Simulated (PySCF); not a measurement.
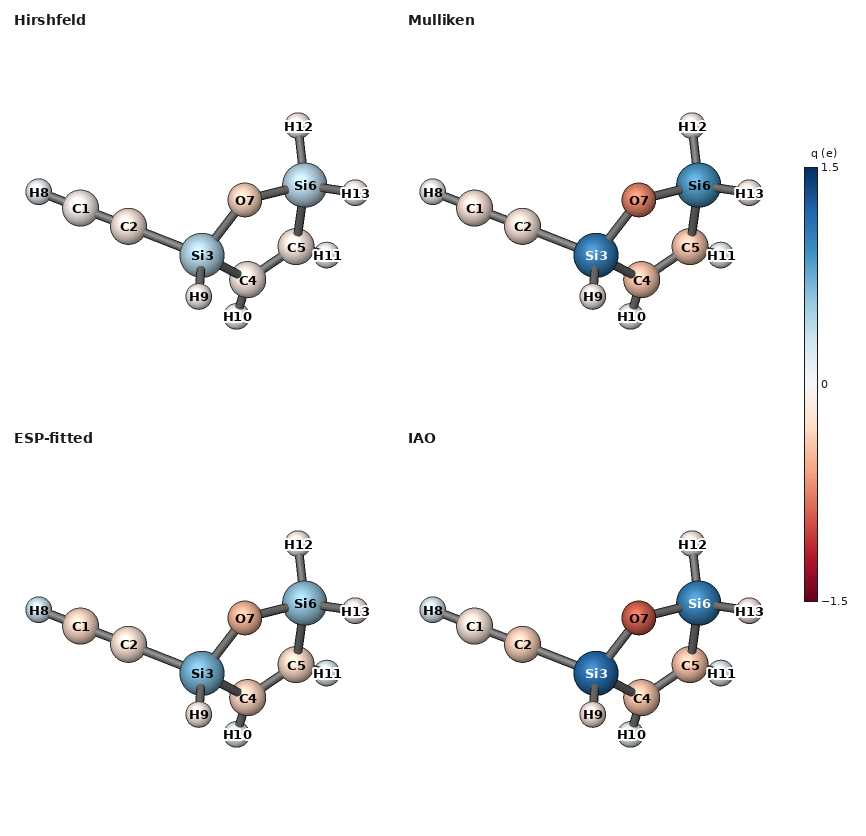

Atomic charges of one calculation by 4 schemes, on one colour scale. The computed structure is the end point of a GFN2-xTB optimisation. No frequency run is at hand to confirm it as a minimum. Method: PBE0/pcSseg-1 (PySCF 2.14.0).

Question. Which scheme gives the most polar picture (largest mean size of the charges)?

Answer. The IAO charges are the largest in size here, and the Hirshfeld charges the smallest.

Question. On which atom do the schemes disagree most?

Answer. On Si3 (from 0.43 to 1.14 e).

List the charges (e), one line for each set of equivalent atoms.

| atom | Hirshfeld | Mulliken | ESP-fitted | IAO |
| --- | --- | --- | --- | --- |
| C1 | −0.08 | −0.18 | −0.30 | −0.17 |
| C2 | −0.16 | −0.18 | −0.20 | −0.34 |
| Si3 | 0.43 | 1.05 | 0.70 | 1.14 |
| C4 | −0.13 | −0.42 | −0.34 | −0.42 |
| C5 | −0.13 | −0.41 | −0.27 | −0.42 |
| Si6 | 0.41 | 0.87 | 0.59 | 1.00 |
| O7 | −0.32 | −0.74 | −0.49 | −0.89 |
| H8 | 0.10 | 0.07 | 0.29 | 0.20 |
| H9 | −0.07 | −0.09 | −0.10 | −0.13 |
| H10 | 0.05 | 0.12 | 0.17 | 0.16 |
| H11 | 0.04 | 0.12 | 0.15 | 0.15 |
| H12 | −0.07 | −0.10 | −0.09 | −0.14 |
| H13 | −0.08 | −0.11 | −0.11 | −0.14 |

The geometry is semi-empirical. Around Si such bond lengths and angles can be off by a tenth of an ångström or more and by several degrees, and values that hang on the shape move with them.
